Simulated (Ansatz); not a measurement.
```yaml
atoms:
  - { symbol: Sn, position_ang: [1.8577, 0.4458, 0.9514] }
  - { symbol: Sn, position_ang: [-0.5769, 0.8425, -1.8744] }
  - { symbol: O, position_ang: [-1.5539, -0.2791, -0.2086] }
  - { symbol: O, position_ang: [1.1820, 0.6394, -0.9288] }
  - { symbol: O, position_ang: [-0.8315, -1.1253, 0.5576] }
  - { symbol: O, position_ang: [-0.0775, -0.5232, 1.5028] }
```

Geometry: PBE-D4/def2-SVP; core potentials replace the inner electrons of Sn.

All numbers below come from Ansatz, UKS PBE0-D4/def2-TZVP.

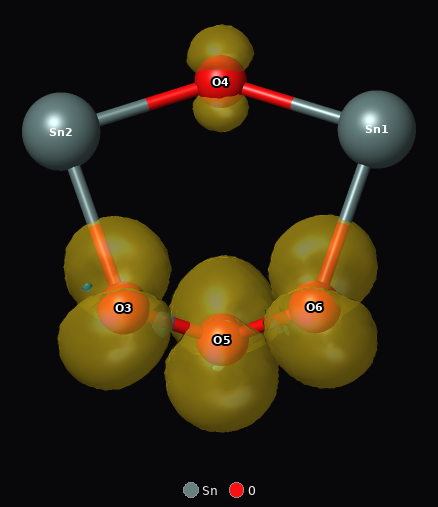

O$_{4}$Sn$_{2}$ (charge +1, doublet). Isosurfaces of the spin density (α minus β) at +0.02 (yellow) and −0.02 e/Å³ (cyan), seen across its widest extent.

Describe the spin distribution.

Answer. The unpaired spin (1 electron) lies mostly on O5 (about 0.4), O3 (about 0.3) and O6 (about 0.3), in electrons by Hirshfeld's partition.
